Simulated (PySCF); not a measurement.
**Run report: C3H11N2OSi, EPR calculation**

System: C3H11N2OSi, multiplicity 2.
Method: UKS B3LYP, pcH-1 on C H N O Si, non-relativistic, mean-field spin-orbit, GIAO (PySCF 2.14.0).

It belongs to a series of runs on one base structure; here: H removed from sp3 C.

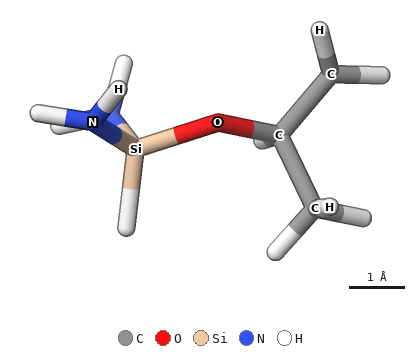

*The input geometry (stick view, seen at a tilt).*

## Input
```
{"job": {"kind": "epr", "basis": "pcH-1"}, "charge": 0, "multiplicity": 2}
C      1.720273     1.492738     0.826533
C      1.131054     0.441915    -0.017667
C      2.106638    -0.736890    -0.224552
O     -0.057594    -0.023080     0.551024
Si    -1.356332    -0.577926    -0.245084
N     -1.899192     0.649723    -1.340099
N     -2.334263    -1.096649     1.070345
H      2.640035     1.958137     0.534821
H      1.255165     1.759365     1.752818
H      0.918157     0.852009    -1.023902
H      1.652537    -1.465839    -0.889289
H      2.305627    -1.208427     0.733602
H      3.038277    -0.380877    -0.653673
H     -1.105410    -1.723429    -1.120216
H     -1.900021     1.609916    -1.032345
H     -2.711075     0.473847    -1.906856
H     -2.083976    -0.842696     2.009781
H     -3.328659    -1.175521     0.963102
```

The first line tells a small driver script what to run in PySCF; the rest is the geometry in Å.

Launched with:
```bash
OMP_NUM_THREADS=1 python <driver script> task.json out
```

## Output
```
UKS, coarse grid
  cycle   1  E = -595.05912929  |g| = 6.88e-01
  cycle   2  E = -594.83559947  |g| = 1.03e+00
  cycle   3  E = -595.23232711  |g| = 1.10e-01
  cycle   4  E = -595.23592915  |g| = 5.18e-02
  cycle   5  E = -595.23692040  |g| = 1.01e-02
  cycle   6  E = -595.23696179  |g| = 3.52e-03
  cycle   7  E = -595.23696778  |g| = 1.01e-03
  cycle   8  E = -595.23696881  |g| = 4.65e-04
UKS, final grid
  cycle   1  E = -595.23693917  |g| = 6.51e-04
  cycle   2  E = -595.23693894  |g| = 1.00e-03
  cycle   3  E = -595.23693935  |g| = 6.16e-05
  cycle   4  E = -595.23693935  |g| = 1.78e-05
E = -595.23693935 Eh   <S^2> = 0.7536 (exact 0.7500)
g shifts (ppm)      1          2          3
  rmc          -137       -137       -137
  gc              9         38         19
  oz_so         -17        515        592
  total        -145        416        474
hyperfine (MHz)  atom isotope    a_iso     a_fc   dipolar eigenvalues
    0   13C      87.45      87.55    -81.23    -80.64    161.87
    1   13C     -36.49     -36.50     -2.37      0.66      1.71
    2   13C      73.17      73.18     -4.91     -4.77      9.68
    3   17O       1.41       1.41     -1.33      0.49      0.85
    4  29Si       1.27       1.27     -0.30      0.11      0.20
    5   14N       0.29       0.29     -0.16     -0.00      0.16
    6   14N      -0.01      -0.01     -0.05     -0.05      0.09
    7    1H     -62.50     -62.52    -39.26     -0.13     39.40
    8    1H     -65.38     -65.39    -39.68      0.35     39.33
    9    1H     114.33     114.33     -5.74     -3.68      9.42
   10    1H      12.53      12.53     -3.28     -1.79      5.07
   11    1H      -3.83      -3.83     -5.52     -2.11      7.63
   12    1H      -2.43      -2.43     -4.65     -2.68      7.33
   13    1H       0.17       0.17     -0.78     -0.71      1.49
   14    1H      -0.09      -0.09     -1.28     -1.00      2.28
   15    1H       0.05       0.05     -0.64     -0.55      1.20
   16    1H       0.00       0.00     -0.73     -0.70      1.42
   17    1H      -0.01      -0.01     -0.40     -0.39      0.79
```

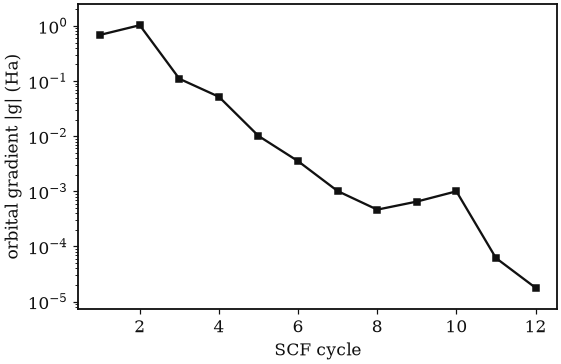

*Convergence of the self-consistent field: orbital gradient |g| against the SCF cycle.*

All cycles printed in the log are drawn one after another.

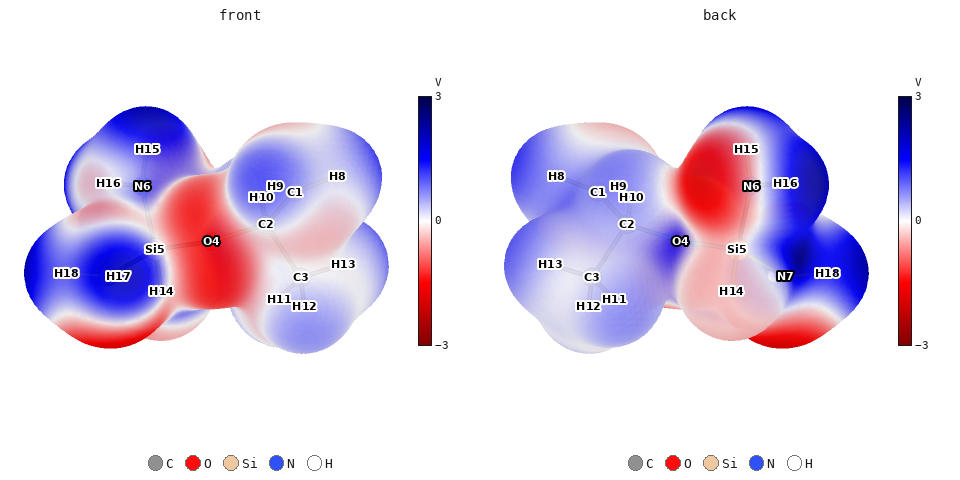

*The electrostatic potential painted on the density surface at 0.004 e/bohr³, seen face on and from behind; red is negative and blue positive.*

A positive charge is drawn to the negative regions and a negative charge to the positive ones.

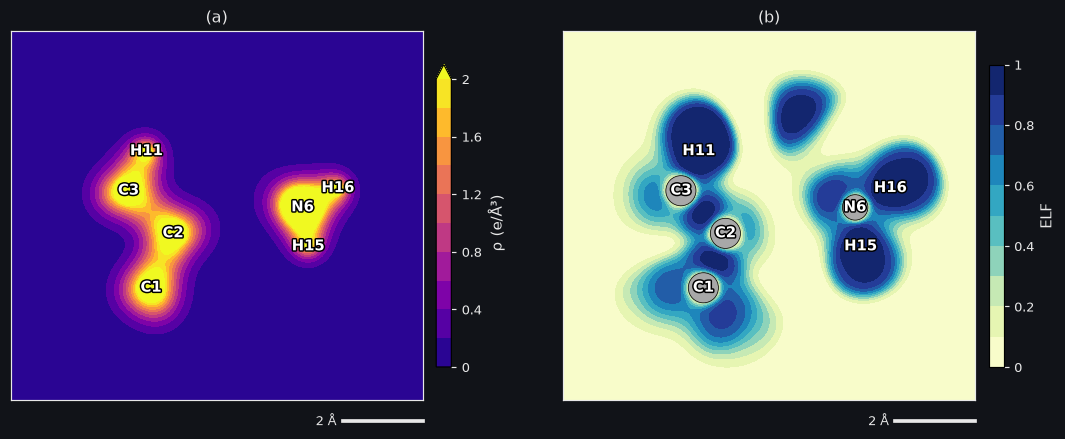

*(a) electron density; (b) ELF on the plane of atoms C2, C3 and H11. Grey discs, where drawn, cover atomic cores.*

The section cuts through C, N and H sites. C–C (1.47 Å): ρ at the midpoint is about 1.9 e/Å³; the ELF peaks at about 0.95 between the atoms, which marks localised, shared-pair bonding. N–H (1.01 Å): ρ is about 2.8 e/Å³ halfway, with its minimum of 2.3 e/Å³ about 0.7 Å from N; the ELF climbs to about 1 towards the hydrogen, as it does in any bond to H (a covalent bond by its length). C–H (1.09 Å): ρ is about 2 e/Å³ halfway; the ELF climbs to about 1 towards the hydrogen (a covalent bond by its length).

## Results in brief

- outcome: converged
- total energy: −595.236939 hartree
- ⟨S²⟩: 0.754
- isotropic g: 2.0026
- hardware: 1 CPU thread, shared host
- wall time: 97 s
- peak memory: 0.97 GiB
